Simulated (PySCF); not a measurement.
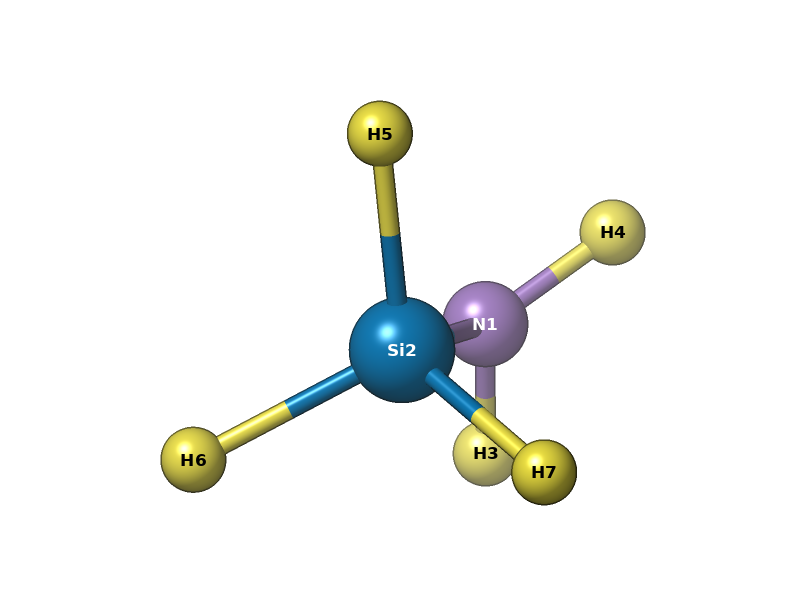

N1 lies behind Si2. The molecule seen a little off the Si2–N1 bond, Si2 in front. Atoms fade into the background with distance from the viewer. The geometry was computed by an optimisation with PBE0-D3(BJ)/def2-SVP. No frequency run is at hand to confirm it as a minimum.

Q: What is the torsion angle H5–Si2–N1–H3? The sign is positive where the front bond must turn clockwise to cover the back bond.

A: −170°, antiperiplanar (anti).
